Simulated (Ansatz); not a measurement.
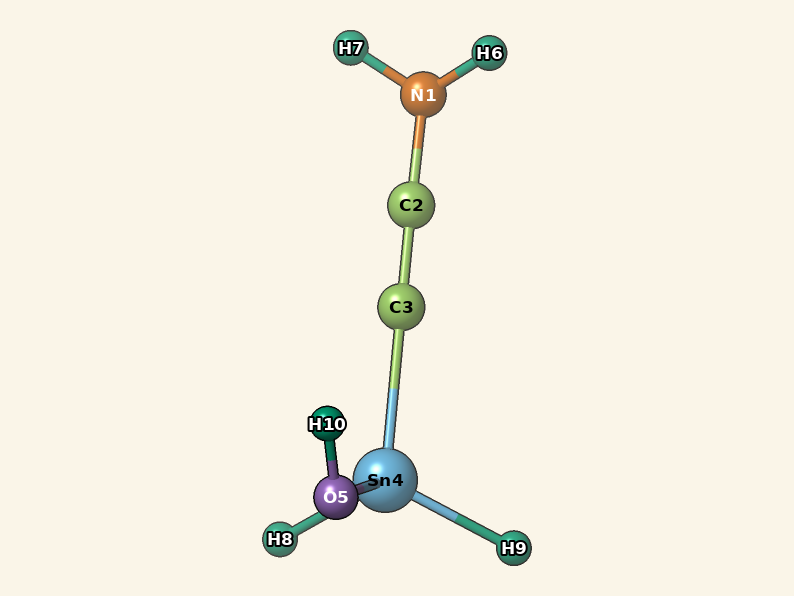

Sn4 lies behind O5. The molecule seen a little off the O5–Sn4 bond, O5 in front. Depth is shown by fading: the farther an atom, the more it takes the colour of the background. The computed structure is the end point of a PBE0-D4/def2-TZVP optimisation. No frequency run is at hand to confirm it as a minimum.

What is the torsion angle H10–O5–Sn4–C3? The sign is positive where the front bond must turn clockwise to cover the back bond.

Answer. 0°, synperiplanar (eclipsed).
